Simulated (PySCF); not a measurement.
# AlH3O (SMILES [H][Al]([H])[OH]): levels of theory compared

Wanted: a comparison of 6 runs (M06-2X/STO-3G, PBE/STO-3G, SVWN5/STO-3G, r2SCAN/STO-3G, wB97X-V/STO-3G, MP2/STO-3G) of AlH3O. The job is set up through a Python script.

The results are computed with PySCF 2.14.0.

2 further runs of the same task are left out: 2 set aside as unsound or not needed.

**1. The system as given**

AlH3O has 5 atoms, charge 0, and is taken as a singlet. As SMILES, `[H][Al]([H])[OH]`. The Al1–H3 distance was set to 2.297 Å, away from the relaxed value. At this shape a bond of the SMILES string is far longer than usual.

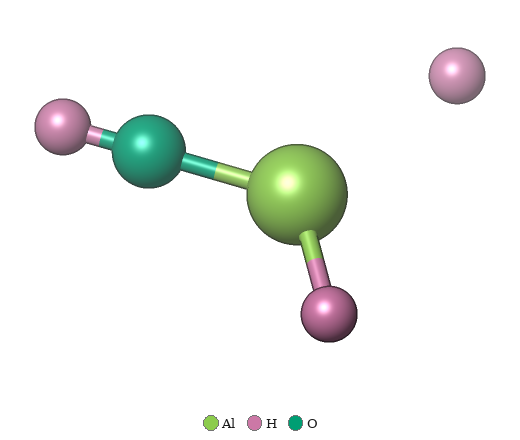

Viewed from a chosen angle; aluminium green, hydrogen pink, oxygen teal.

**2. A single-point energy at M06-2X/STO-3G (run 1)**

File mol.xyz:

```xyz
5
AlH3O
Al     0.648171    -0.207835    -0.007998
H      2.175381    -0.241725    -0.120108
H     -0.481020     1.769010    -0.311810
O     -0.179049    -1.578985     0.327932
H     -0.657879    -2.376285     0.517072
```

File calc.py:

```python
from pyscf import gto, dft

mol = gto.Mole()
mol.atom = 'mol.xyz'
mol.spin = 0
mol.charge = 0
mol.verbose = 3
mol.basis = 'sto-3g'
mol.max_memory = 1860
mol.build()

ks = dft.RKS(mol, xc='m06-2x')
ks.grids.level = 5
ks.conv_tol = 1e-10
ks.kernel()
if not ks.converged:
    ks = ks.newton().run(ks.mo_coeff, ks.mo_occ)

energy = ks.e_tot
print(f'total energy: {energy:.8f} hartree')
```

Command:

```console
OMP_NUM_THREADS=1 python calc.py
```

What it wrote:

```text
converged SCF energy = -315.336491000191
total energy: -315.33649100 hartree
```

It took 3.6 s on 1 thread of Arm Neoverse V1, shared host; peak memory 0.19 GiB.

**3. A single-point energy at PBE/STO-3G (run 2)**

File run.py:

```python
from pyscf import gto, dft

mol = gto.Mole()
mol.atom = '''
Al       0.648171      -0.207835      -0.007998
H        2.175381      -0.241725      -0.120108
H       -0.481020       1.769010      -0.311810
O       -0.179049      -1.578985       0.327932
H       -0.657879      -2.376285       0.517072
'''
mol.spin = 0
mol.max_memory = 1860
mol.verbose = 3
mol.basis = 'sto-3g'
mol.build()

calc0 = dft.RKS(mol, xc='pbe')
calc0.conv_tol = 1e-10
calc0.grids.level = 5
calc0.kernel()
if not calc0.converged:
    calc0 = calc0.newton().run(calc0.mo_coeff, calc0.mo_occ)

energy = calc0.e_tot
print('Final energy', energy)
```

Command:

```console
OMP_NUM_THREADS=1 python run.py
```

What it wrote:

```text
converged SCF energy = -315.111843576276
Final energy -315.1118435762763
```

Wall time 3.6 s (1 thread of Arm Neoverse V1, shared host); peak memory 0.19 GiB.

**4. A single-point energy at SVWN5/STO-3G (run 3)**

File calc.py:

```python
from pyscf import gto, dft

mol = gto.M(
    atom='''
Al     0.648171    -0.207835    -0.007998
H      2.175381    -0.241725    -0.120108
H     -0.481020     1.769010    -0.311810
O     -0.179049    -1.578985     0.327932
H     -0.657879    -2.376285     0.517072
''',
    basis='sto-3g',
    verbose=3,
    spin=0,
    max_memory=1860,
)

mf = dft.RKS(mol, xc='svwn')
mf.grids.level = 5
mf.conv_tol = 1e-10
mf.kernel()
if not mf.converged:
    mf = mf.newton().run(mf.mo_coeff, mf.mo_occ)

e_final = mf.e_tot
print('Final energy', e_final)
```

Command:

```console
OMP_NUM_THREADS=1 python calc.py
```

What it wrote:

```text
converged SCF energy = -313.68298909834
Final energy -313.68298909834004
```

Wall time 2.4 s (1 thread of Arm Neoverse V1, shared host); peak memory 0.14 GiB.

Runs 4 to 5 aren't shown in full; the table further down has their settings and results.

**5. A single-point energy at MP2/STO-3G (run 6)**

File calc.py:

```python
from pyscf import gto, scf, mp

mol = gto.M(
    atom='''
Al     0.648171    -0.207835    -0.007998
H      2.175381    -0.241725    -0.120108
H     -0.481020     1.769010    -0.311810
O     -0.179049    -1.578985     0.327932
H     -0.657879    -2.376285     0.517072
''',
    charge=0,
    spin=0,
    verbose=4,
    max_memory=1860,
    basis='sto-3g',
)

calc0 = scf.RHF(mol)
calc0.conv_tol = 1e-10
calc0.kernel()
if not calc0.converged:
    calc0 = calc0.newton().run(calc0.mo_coeff, calc0.mo_occ)

pt = mp.MP2(calc0, frozen=6).run()
e_tot = pt.e_tot
print(f'total energy: {e_tot:.8f} hartree')
```

Command:

```console
OMP_NUM_THREADS=1 python calc.py
```

What it wrote:

```text
PySCF version 2.14.0

[INPUT] num. atoms = 5
[INPUT] num. electrons = 24
[INPUT] charge = 0
[INPUT] spin (= nelec alpha-beta = 2S) = 0
[INPUT] symmetry False subgroup None
[INPUT] Mole.unit = angstrom
[INPUT] Symbol           X                Y                Z      unit          X                Y                Z       unit  Magmom
[INPUT]  1 Al     0.648171000000  -0.207835000000  -0.007998000000 AA    1.224865671885  -0.392751229099  -0.015114029544 Bohr   0.0
[INPUT]  2 H      2.175381000000  -0.241725000000  -0.120108000000 AA    4.110874306582  -0.456794047460  -0.226971225369 Bohr   0.0
[INPUT]  3 H     -0.481020000000   1.769010000000  -0.311810000000 AA   -0.908996060438   3.342944411617  -0.589235502901 Bohr   0.0
[INPUT]  4 O     -0.179049000000  -1.578985000000   0.327932000000 AA   -0.338353572877  -2.983849204796   0.619701667481 Bohr   0.0
[INPUT]  5 H     -0.657879000000  -2.376285000000   0.517072000000 AA   -1.243211133103  -4.490527843912   0.977124466681 Bohr   0.0

nuclear repulsion = 51.4533714520962
number of shells = 11
number of NR pGTOs = 51
number of NR cGTOs = 17
basis = sto-3g
ecp = {}

******** <class 'pyscf.scf.hf.RHF'> ********
method = RHF
initial guess = minao
damping factor = 0
level_shift factor = 0
DIIS = <class 'pyscf.scf.diis.CDIIS'>
diis_start_cycle = 1
diis_space = 8
diis_damp = 0
SCF conv_tol = 1e-10
SCF conv_tol_grad = None
SCF max_cycles = 50
direct_scf = True
direct_scf_tol = 1e-13
Set gradient conv threshold to 1e-05
Initial guess from minao.
init E= -314.077088625477
  HOMO = -0.232609883179943  LUMO = 0.0608931809526966  gap/eV = 7.98663
cycle= 1 E= -314.350283775645  delta_E= -0.273  |g|= 0.464  |ddm|= 2.37
  HOMO = -0.154156882224999  LUMO = 0.267785411709367  gap/eV = 11.48163
cycle= 2 E= -314.431245320511  delta_E= -0.081  |g|= 0.133  |ddm|= 0.862
  HOMO = -0.197722891169953  LUMO = 0.275680390215986  gap/eV = 12.88196
cycle= 3 E= -314.438018041751  delta_E= -0.00677  |g|= 0.0232  |ddm|= 0.21
  HOMO = -0.208129571944669  LUMO = 0.272384456518837  gap/eV = 13.07545
cycle= 4 E= -314.438346455857  delta_E= -0.000328  |g|= 0.00171  |ddm|= 0.0554
  HOMO = -0.20702500527795  LUMO = 0.272750425773015  gap/eV = 13.05535
cycle= 5 E= -314.438348969987  delta_E= -2.51e-06  |g|= 0.000317  |ddm|= 0.00501
  HOMO = -0.207135638486458  LUMO = 0.272794384304054  gap/eV = 13.05956
cycle= 6 E= -314.438349060943  delta_E= -9.1e-08  |g|= 6.77e-05  |ddm|= 0.000993
  HOMO = -0.207119226763046  LUMO = 0.272794083848132  gap/eV = 13.05911
cycle= 7 E= -314.438349064643  delta_E= -3.7e-09  |g|= 1.62e-05  |ddm|= 0.000202
  HOMO = -0.20712258231981  LUMO = 0.272794046586188  gap/eV = 13.05920
cycle= 8 E= -314.438349064865  delta_E= -2.22e-10  |g|= 3.35e-06  |ddm|= 5.23e-05
  HOMO = -0.207122513588976  LUMO = 0.272793939187424  gap/eV = 13.05919
cycle= 9 E= -314.438349064877  delta_E= -1.19e-11  |g|= 5.1e-07  |ddm|= 1.36e-05
  HOMO = -0.207122598231737  LUMO = 0.27279390154556  gap/eV = 13.05919
Extra cycle  E= -314.438349064877  delta_E= -5.68e-14  |g|= 2.15e-07  |ddm|= 1.31e-06
converged SCF energy = -314.438349064877

******** <class 'pyscf.mp.mp2.RMP2'> ********
nocc = 6, nmo = 11
frozen orbitals 6
E(RMP2) = -314.519405366843  E_corr = -0.0810563019655729
E(SCS-RMP2) = -314.52789318198  E_corr = -0.0895441171032694
E_corr(same-spin) = -0.00891166760240539
E_corr(oppo-spin) = -0.0721446343631675
total energy: -314.51940537 hartree
```

Wall time 1 s (1 thread of Arm Neoverse V1, shared host); peak memory 0.11 GiB.

**6. All runs side by side**

```
run           level  nlc grid  integration grid  energy (Eh)  dipole moment (D) of the reference  HOMO energy (eV)  LUMO energy (eV)  wall time
  1   M06-2X/STO-3G         –                 5  -315.336491                                2.23             -4.02              4.62      3.6 s
  2      PBE/STO-3G         –                 5  -315.111844                                2.52             -1.50              2.86      3.6 s
  3    SVWN5/STO-3G         –                 5  -313.682989                                2.47             -1.37              3.04      2.4 s
  4   r2SCAN/STO-3G         –                 5  -315.287612                                2.49             -1.82              2.97      4.2 s
  5  wB97X-V/STO-3G         1                 5  -315.271702                                2.33             -5.06              6.03       17 s
  6      MP2/STO-3G         –                 –  -314.519405                                2.03             -5.64              7.42        1 s
```

**7. Summary of results**

| quantity | value |
| --- | --- |
| run 6: total energy | -314.51941 Eh |
| run 6: dipole moment (Hartree–Fock density) | 2.03 D |
| run 6: HOMO energy (Hartree–Fock orbitals) | -5.64 eV |
| run 6: LUMO energy (Hartree–Fock orbitals) | 7.42 eV |
| run 6: HOMO–LUMO gap (Hartree–Fock orbitals) | 13.06 eV |
| run 6: correlation energy (6 core orbitals frozen) | -81.1 mEh |

What this shows: Over runs 1, 2, 3, 4, 5 the dipole moment (its size) runs from 2.23 D (M06-2X/STO-3G) to 2.52 D (PBE/STO-3G). Over runs 1, 2, 3, 4, 5 the HOMO–LUMO gap runs from 4.36 eV (PBE/STO-3G) to 11.08 eV (wB97X-V/STO-3G). Totals of different functionals can't be ranked against each other. In runs 1, 2, 3, 4, 5, 6 the basis is minimal, so the values are rough. All runs together took 32 s, the longest 17 s.
